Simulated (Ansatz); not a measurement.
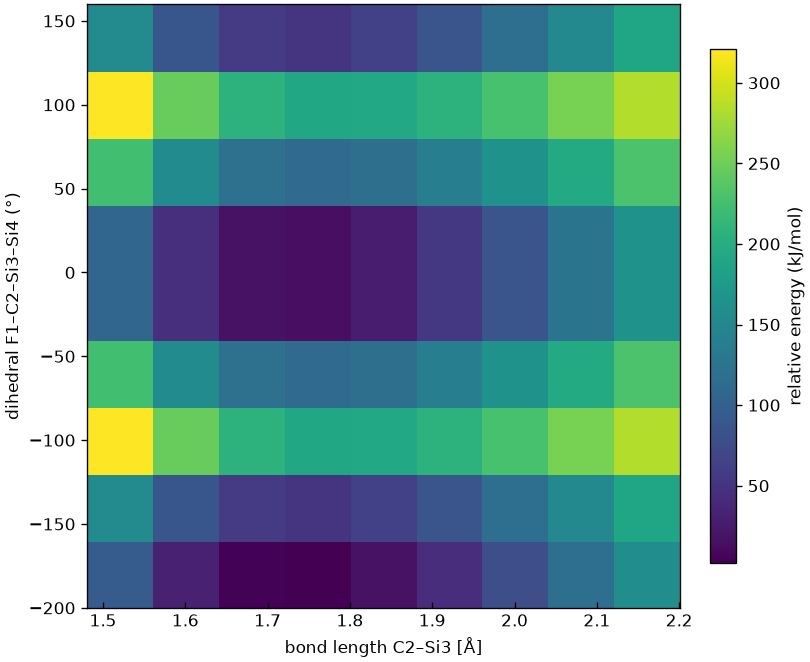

Energy landscape of CH5FSi2, SMILES FC=[SiH][SiH3]. 
- Coordinates scanned: (1) bond length C2–Si3; (2) dihedral F1–C2–Si3–Si4.
- Nothing is relaxed (all other coordinates rigid).
- The scan uses a 9 × 9 grid.
- Energies: kJ/mol, counted from the relaxed molecule at the same level.
- Energies and slopes of some neighbouring points disagree (a jump in structure or state, or too coarse a mesh).
- Computed with RKS PBE0-D4/def2-TZVP (Ansatz).

In the figure: one coloured cell a grid point. 

**Summarise what can be read from the map.**

The lowest grid point is at bond length C2–Si3 = 1.761 Å, dihedral F1–C2–Si3–Si4 = −180°, 2.3 kJ/mol from the relaxed molecule at the same level. Other grid points that lie below all their neighbours: bond length C2–Si3 = 1.761 Å, dihedral F1–C2–Si3–Si4 = −20° (12 kJ/mol higher). The highest grid point, bond length C2–Si3 = 1.521 Å, dihedral F1–C2–Si3–Si4 = −100°, lies 318 kJ/mol above the lowest.

The values on the grid:

| dihedral F1–C2–Si3–Si4 ↓, bond length C2–Si3 → | 1.521 | 1.601 | 1.681 | 1.761 | 1.841 | 1.921 | 2.001 | 2.081 | 2.161 |
| --- | --- | --- | --- | --- | --- | --- | --- | --- | --- |
| 140 | 153 | 88 | 57 | 52 | 63 | 86 | 117 | 152 | 190 |
| 100 | 321 | 247 | 207 | 192 | 194 | 207 | 228 | 255 | 285 |
| 60 | 224 | 155 | 120 | 111 | 118 | 137 | 164 | 196 | 230 |
| 20 | 108 | 45 | 17 | 14 | 28 | 53 | 87 | 125 | 165 |
| −20 | 108 | 45 | 17 | 14 | 28 | 53 | 87 | 125 | 165 |
| −60 | 224 | 155 | 120 | 111 | 118 | 137 | 164 | 196 | 230 |
| −100 | 321 | 247 | 207 | 192 | 194 | 207 | 228 | 255 | 285 |
| −140 | 153 | 88 | 57 | 52 | 63 | 86 | 117 | 152 | 190 |
| −180 | 94 | 32 | 5 | 2 | 17 | 43 | 77 | 116 | 157 |

The input of one point:

```yaml
crystal:
  periodic: [false, false, false]
  atoms:
    - { symbol: F, position_ang: [-2.276964, 0.627873, -0.730682] }
    - { symbol: C, position_ang: [-1.221443, 1.407012, -0.448338] }
    - { symbol: Si, position_ang: [0.353264, 0.809368, 0.065704] }
    - { symbol: Si, position_ang: [2.120541, 2.231222, 0.53225] }
    - { symbol: H, position_ang: [-1.457177, 2.461491, -0.57626] }
    - { symbol: H, position_ang: [0.426578, -0.664715, 0.165814] }
    - { symbol: H, position_ang: [2.560648, 2.06781, 1.942292] }
    - { symbol: H, position_ang: [3.272726, 1.93606, -0.358802] }
    - { symbol: H, position_ang: [1.645183, 3.618171, 0.305766] }
basis:
  gaussian: { orbitals: def2-TZVP }
hamiltonian:
  xc: pbe0
  dispersion: d4
output:
  forces: true
```

The whole map (81 points run) took 12 min on 1 thread of Intel(R) Xeon(R) Processor @ 2.70GHz (shared host).
